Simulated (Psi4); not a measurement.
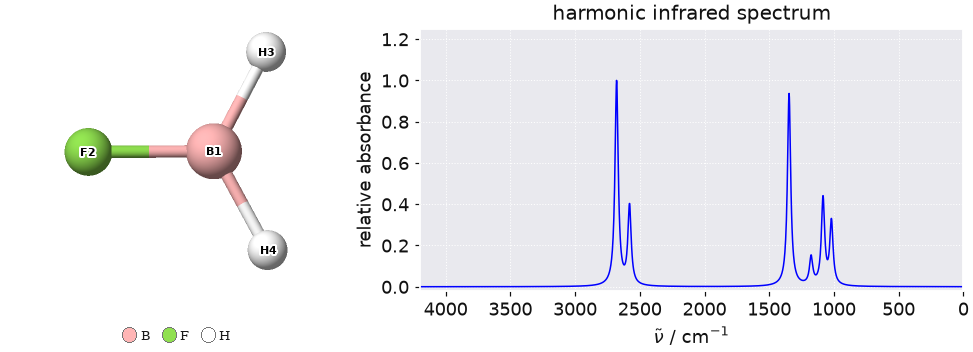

Infrared spectrum of BH₂F, SMILES BF. Unscaled harmonic wavenumbers and double-harmonic intensities, B3LYP/def2-TZVP with Psi4 1.11, at a geometry relaxed at this level, isolated molecule. Lorentzian lines of 30 cm⁻¹ full width. Close modes add up in the curve.

> Which lines are the most intense?

2679.3 cm⁻¹ (180.8 km/mol), 1346.7 cm⁻¹ (170.2 km/mol) and 1084.4 cm⁻¹ (76.5 km/mol).

> List the modes.

```csv
cm⁻¹,km/mol
1019.4,55.9
1084.4,76.5
1176.3,24.4
1346.7,170.2
2579.4,69.7
2679.3,180.8
```
